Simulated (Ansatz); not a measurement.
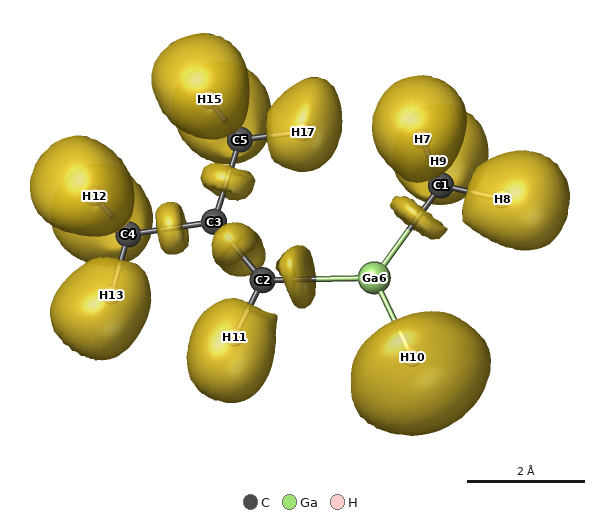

The picture shows: C5H11Ga (SMILES [CH3][GaH][CH]=C(C)C). Isosurface of the ELF at 0.8 (yellow), seen at a tilt. Core shells and regions of very low density are left out.

Geometry: r2SCAN-D4/def2-SVP.

These are results of isolated molecule in a Gaussian basis; Kohn-Sham density functional theory, functional PBE0 in Ansatz 0.2.0, not measurements.

Input

```
crystal:
  periodic: [false, false, false]
  atoms:
    - symbol: C
      position_ang: [1.727138, 2.640031, 0.483817]
    - symbol: C
      position_ang: [0.890053, -0.633462, -0.351731]
    - symbol: C
      position_ang: [0.823936, -1.226057, 0.867885]
    - symbol: C
      position_ang: [0.483290, -2.682585, 1.031497]
    - symbol: C
      position_ang: [1.077724, -0.509237, 2.164006]
    - symbol: Ga
      position_ang: [1.304200, 1.212606, -0.808940]
    - symbol: H
      position_ang: [2.616174, 2.379510, 1.083354]
    - symbol: H
      position_ang: [1.923190, 3.598788, -0.019182]
    - symbol: H
      position_ang: [0.897041, 2.788979, 1.195128]
    - symbol: H
      position_ang: [1.291853, 1.554183, -2.345169]
    - symbol: H
      position_ang: [0.676222, -1.299075, -1.202504]
    - symbol: H
      position_ang: [1.295952, -3.216950, 1.555219]
    - symbol: H
      position_ang: [0.304111, -3.177831, 0.066917]
    - symbol: H
      position_ang: [-0.415945, -2.804372, 1.661376]
    - symbol: H
      position_ang: [1.905145, -0.988877, 2.716380]
    - symbol: H
      position_ang: [0.193781, -0.576573, 2.822873]
    - symbol: H
      position_ang: [1.324015, 0.550295, 2.021067]
basis:
  gaussian: {orbitals: def2-SVPD}
hamiltonian: {xc: {name: PBE0}}
output: {forces: true, orbitals: {seedname: orbitals}}
```

Launched as:

```sh
ansatz run input.yaml --threads 4 --pin off --max-ram 7830MiB --events-out events.jsonl --progress --plain --runs-dir runs
```

Q: Identify the bonds, lone pairs and shells in this picture.

A: The ELF exceeds this value in three regions between bonded C–C atoms (shared pairs), eleven regions around hydrogen nuclei and two lobes of the valence shell of C pointing towards Ga (polar bonds).

Values along the shortest contacts:
C–C (1.36 Å): the ELF peaks at about 0.95 between the atoms, as expected for a covalent bond. C–Ga (1.95 Å): the ELF peaks at about 0.95 in the valence shell of C, 0.7 Å from its nucleus, and is about 0.55 at the midpoint.
